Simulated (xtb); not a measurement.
# C3H7Cl2Ga: geometry relaxation (part 4 of 4)

Continued. System: C3H7Cl2Ga (GaCl2(iPr)), SMILES C[CH](C)[Ga]([Cl])[Cl]. Method: GFN2-xTB (xtb 6.7.1). 

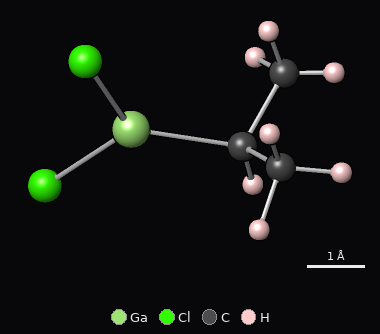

Figure 1. The structure as given in the input (ball-and-stick view, seen at a tilt). Sticks mark near contacts.

The input (coord)
```
$coord
      2.355014491031      2.650492067878     -0.013530439052  ga
      6.469250620521      2.973427365315     -0.029593111112  cl
      0.545904082882      6.181010694732     -0.084773113951  cl
      0.616201894718     -0.769836628650     -0.044446358451  c
     -1.339683541531     -0.782743458081     -2.190513831882  c
     -0.903893799931     -1.312641560688      2.468946079085  c
      1.898210994925     -2.307468981736     -0.077063031362  h
     -0.300712118212     -0.721950968652     -4.293646727762  h
     -2.575696707865      0.730416941690     -2.328369352674  h
     -2.475597915043     -2.511464916889     -2.234223197145  h
     -1.983210876011     -2.614322709852      2.492737730994  h
      0.425566323266     -1.174238019320      3.924526523839  h
     -2.077753874026      0.342853010791      2.673433343031  h
$end
```

File xcontrol
```
$opt
   engine=rf
$end
```

Launched with:
```bash
xtb coord --gfn2 --opt tight -I xcontrol --parallel 1 > xtb.out
```

Key numbers

```csv
quantity,value
outcome,converged
electrons treated,36
total energy,−20.414190 hartree
dispersion energy,−0.009445 hartree
basis functions,49
HOMO,−11.00 eV
LUMO,−7.39 eV
dipole moment,3.44 D
hardware,"1 thread of Intel Xeon @ 2.50GHz (Skylake/Cascade Lake), 189 GiB of memory available, shared host"
peak memory,0.074 GiB
```

Remarks

Settings chosen away from the usual ones: method = gfn2-xtb; task = optimise; x = {"opt_engine": "rf"}; opt_level = tight; partner = base.
